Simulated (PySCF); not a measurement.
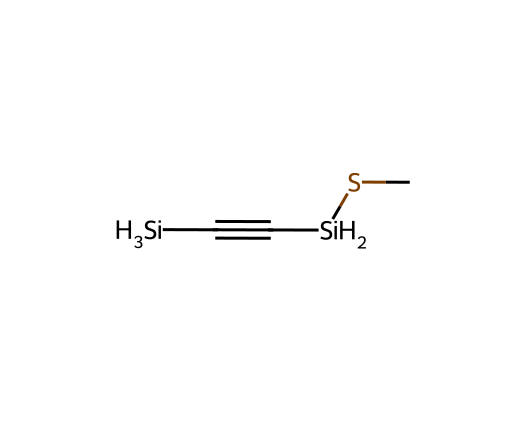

The geometry was computed by an optimisation with GFN2-xTB. No frequency run is at hand to confirm it as a minimum. Level of theory: PBE0/pcSseg-1, gas phase (PySCF 2.14.0).

> Give the HOMO energy (Kohn–Sham orbital) at this level.

−6.87 eV.

> Estimate the HOMO–LUMO gap.

5.98 eV.

> Estimate the dipole moment.

1.90 D.

The geometry is semi-empirical. Around Si such bond lengths and angles can be off by a tenth of an ångström or more and by several degrees, and values that hang on the shape move with them.
